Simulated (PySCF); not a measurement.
# C5H6O2Si (SMILES O=COC1=C[SiH2]C=C1): what the fields show

```yaml
atoms:
  - { symbol: O, position_ang: [3.4926, 1.2069, 0.5688] }
  - { symbol: C, position_ang: [3.3482, 0.0485, 0.3266] }
  - { symbol: O, position_ang: [2.1870, -0.6209, 0.2194] }
  - { symbol: C, position_ang: [0.9512, -0.0422, 0.3867] }
  - { symbol: C, position_ang: [0.6342, 1.2387, 0.6705] }
  - { symbol: Si, position_ang: [-1.2318, 1.2886, 0.7436] }
  - { symbol: C, position_ang: [-1.3993, -0.5425, 0.3644] }
  - { symbol: C, position_ang: [-0.1494, -1.0208, 0.2211] }
  - { symbol: H, position_ang: [4.1711, -0.6738, 0.1505] }
  - { symbol: H, position_ang: [1.3800, 2.0172, 0.8065] }
  - { symbol: H, position_ang: [-1.7804, 1.6734, 2.0797] }
  - { symbol: H, position_ang: [-1.8516, 2.1706, -0.2923] }
  - { symbol: H, position_ang: [-2.2813, -1.1773, 0.2641] }
  - { symbol: H, position_ang: [0.1094, -2.0606, -0.0047] }
```

Geometry: PBE0-D3(BJ)/def2-SVP.

Level of theory: PBE0/pcSseg-1, SCF density, gas phase, non-relativistic (PySCF 2.14.0).

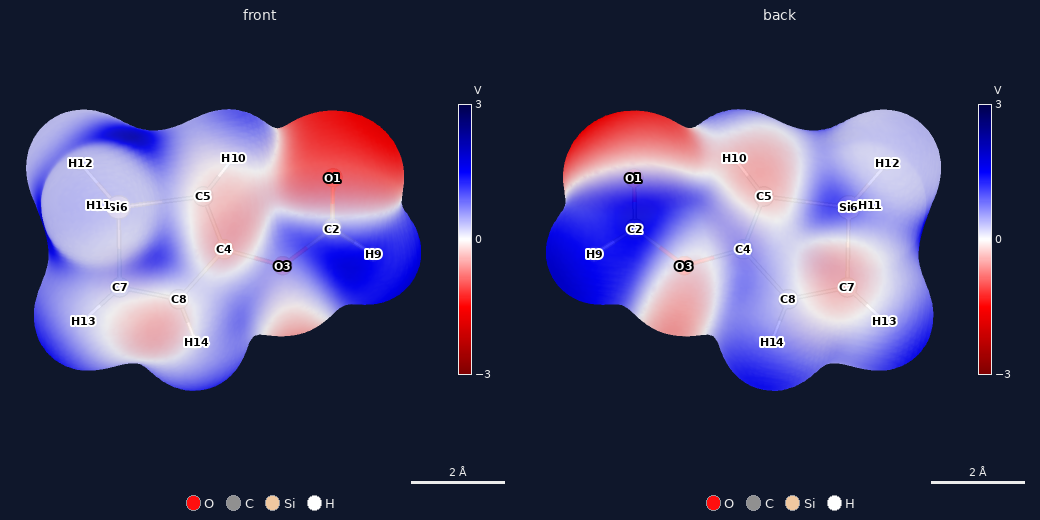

Figure 1. The molecular electrostatic potential painted on the density surface at 0.004 e/bohr³, seen from the front and from behind; the colour scale runs from red (negative) to blue (positive).

**Where is the surface potential most negative and most positive?**

The most negative region (about −1.6 V) lies over O1, the most positive (about +2.0 V) over Si6. O1 is the likeliest acceptor of a hydrogen bond.

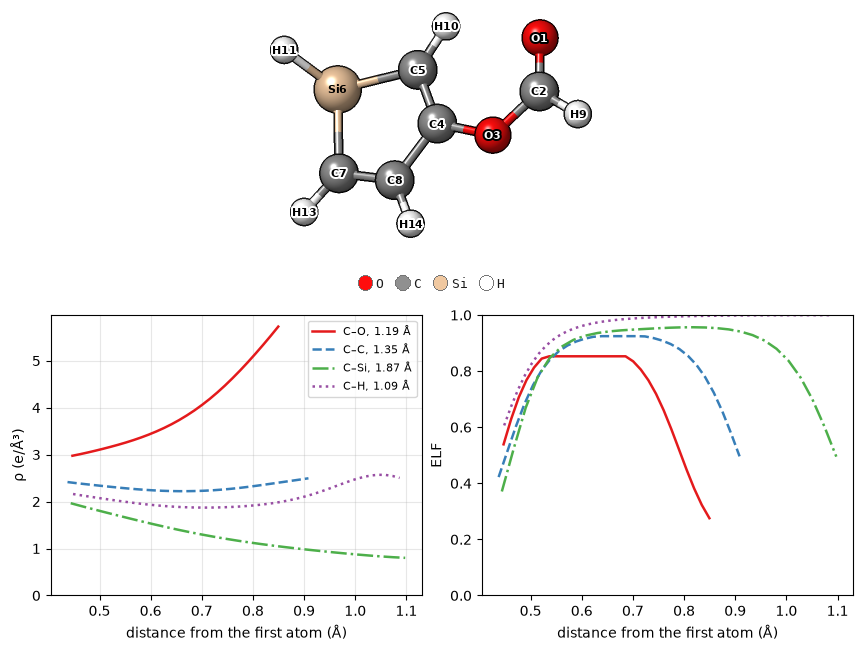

Figure 2. Electron density and electron localisation function along straight lines between neighbouring atoms. The curves leave out the atomic cores. The structure is drawn too.

**What kind of bonding do the profiles show?**

C–O (1.19 Å): the density is about 3.4 e/Å³ at the midpoint; the ELF peaks at about 0.85 between the atoms; a multiple bond.
C–C (1.35 Å): the density is about 2.2 e/Å³ at the midpoint; the ELF peaks at about 0.90 between the atoms: localised, covalent bonding.
C–Si (1.87 Å): ρ is about 0.94 e/Å³ halfway; the ELF peaks at about 0.95 between the atoms; localised, covalent bonding.
C–H (1.09 Å): the density is about 2 e/Å³ at the midpoint; the ELF climbs to about 1 towards the hydrogen, as it does in any bond to H (a covalent bond by its length).
